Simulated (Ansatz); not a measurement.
Electronic density of states of amorphous In9Al9Zn9O36, density 5.06 g/cm³, on a 2×2×2 Γ-centred mesh with a Gaussian width of 0.1 eV; energies count from the Fermi level, whose place inside the gap is arbitrary. Cell and mesh are small, so fine structure isn't converged. These are PBE, scalar-relativistic without spin-orbit coupling (plane waves to 420 eV, PAW; Ansatz, a quantum-chemistry and plane-wave program) values and carry that method's errors. Sampling: a 2×2×2 Γ-centred mesh; Fermi-Dirac width 0.02 eV; no spin polarisation. At PBE the levels at the filled edge of the gap are localised (band-tail or defect states), and the nearest spread-out levels lie 1.2 eV apart at the zone centre.

A CHGNet melt-quench gave the starting glass, which DFT then relaxed. O atoms were pushed apart under 1.9 Å during the dynamics, to hinder bonds among them. The hot cell started wider than the set density and was brought back towards it in steps. It is the lowest in DFT energy of 2 quenches. It is a model cell: composition and starting density were chosen by hand, and all elements were melted together. No dispersion term was used. Its density started from a set value of 5.19 and ended at 5.06 g/cm³. Cooling (nominally 150 K/ps over its main leg) ran many orders faster than in experiment, which tends to leave more defects and strain. Values belong to this one cell and scatter from quench to quench. The volume was free in the relaxation, at fixed shape. Stress components on the final sampling reach 1.6 GPa.

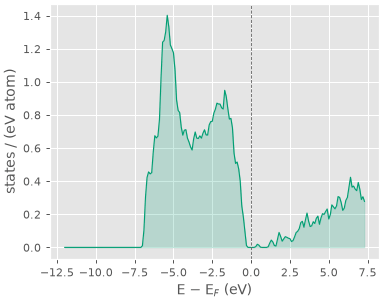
Density of states per atom

The level gap on this mesh is 0.88 eV; the broadening fills part of it in the curve.
